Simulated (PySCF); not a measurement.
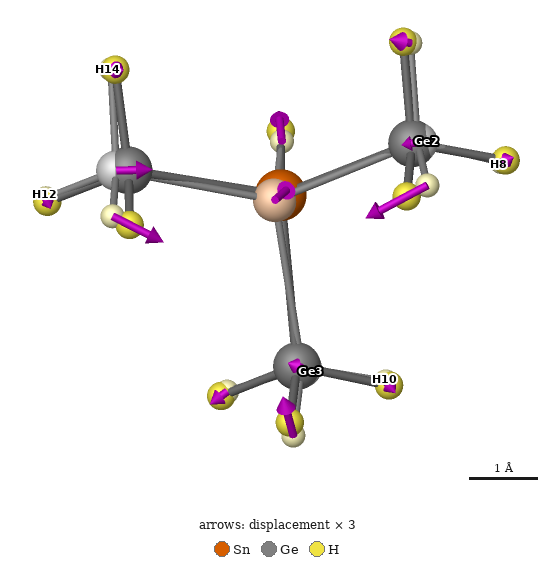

This is a relaxation of SnGe$_{3}$H$_{10}$. The starting structure is drawn faded, the final one solid; purple arrows show the displacements, magnified 3 times. The two geometries are superimposed by the best rigid fit.

The picture is a ball-and-stick view, seen at a tilt.

The start comes from GFN2-xTB. Its atoms were then displaced at random by about 0.03 Å.

The calculation used PBE0-D3(BJ)/def2-SVP geometry optimisation, gas phase in PySCF 2.14.0, density-fitted response routines. 

Atoms of which element are displaced furthest, and by how much?

Answer. Hydrogen: up to 0.35 Å, against 0.24 Å for tin.

Describe the change and its energy.

Answer. The largest move after the best rigid fit is that of an H atom, 0.35 Å. By element the largest moves are H 0.35 Å, Sn 0.24 Å, Ge 0.18 Å. Near-neighbour distances that change, for instance: Ge–H 1.423 → 1.541 Å, Ge–H 1.447 → 1.541 Å, Ge–H 1.486 → 1.542 Å, H–Sn 1.665 → 1.720 Å. Among the angles between lasting bonds that change: Ge–Sn–Ge 117.2° → 108.1°, Ge–Sn–H 102.0° → 110.2°, Ge–Sn–H 102.7° → 109.7°. Over 7 geometry steps the energy falls by 0.570 eV.
